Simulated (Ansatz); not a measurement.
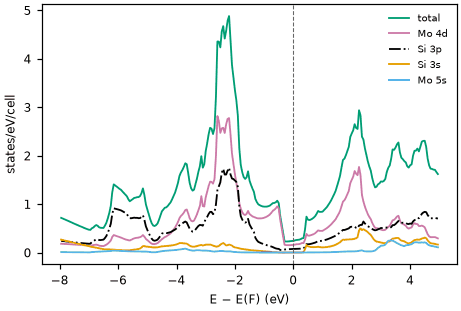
Figure. Total and projected density of states of Si$_{2}$Mo (MoSi2 or CaC2 type, I4/mmm), DFT-PBEsol in the program Ansatz with PAW potentials

Problem. Which orbitals carry the states next to the Fermi level?

Solution. Within 0.5 eV of the Fermi level: Mo 4d 71 %, Si 3p 22 %. Projections are on Löwdin-orthogonalised atomic valence shells; empty p or d shells of many metals are not among them.

Problem. Where is the tallest occupied peak in this window, and what makes it?

Solution. Near -2.2 eV, about 4.9 states/eV per cell; the largest projected share is Mo 4d.

Symmetry was held in the PBEsol relaxation. The run is not spin-polarised. Scalar-relativistic: spin–orbit coupling is off unless named, which matters more the heavier the elements.

Potentials: the later of the program's two PAW sets.
